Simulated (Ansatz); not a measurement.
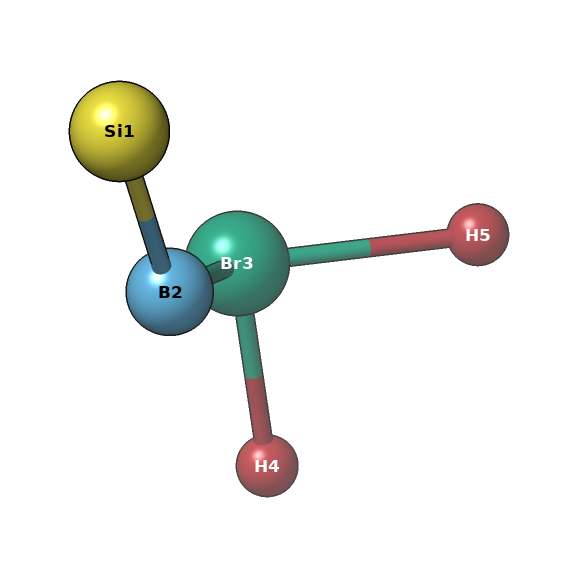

Br3 lies behind B2. The molecule seen a little off the B2–Br3 bond, B2 in front. Atoms fade into the background with distance from the viewer. The geometry was computed by an optimisation with PBE0-D4/def2-TZVP. No frequency run is at hand to confirm it as a minimum.

**What is the torsion angle Si1–B2–Br3–H4? The sign is positive where the front bond must turn clockwise to cover the back bond.**

179°, antiperiplanar (anti).
